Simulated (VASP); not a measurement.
Band structure of TiTe$_{2}$ (space group P-3m1). All values below come from PBE GGA, VASP's PBE PAW potentials (set 64) (plane waves; VASP).

Unless said otherwise, spin-orbit coupling is left out, though it shifts the bands of the heavy elements here.

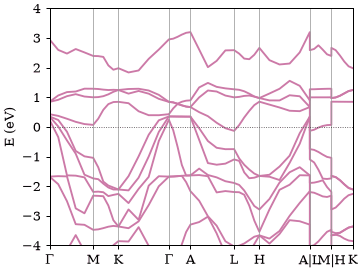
*Bands along high-symmetry lines, zero at the valence-band maximum or, without a gap, the Fermi level*

**Question.** Read the plot: is there a gap, and where are the band edges?

**Answer.** It has no gap at this level: it comes out as a metal or semimetal.

The structure comes from a computed database's TiTe2 entry; how it stands against other phases isn't given here. The cell was not relaxed at this level.
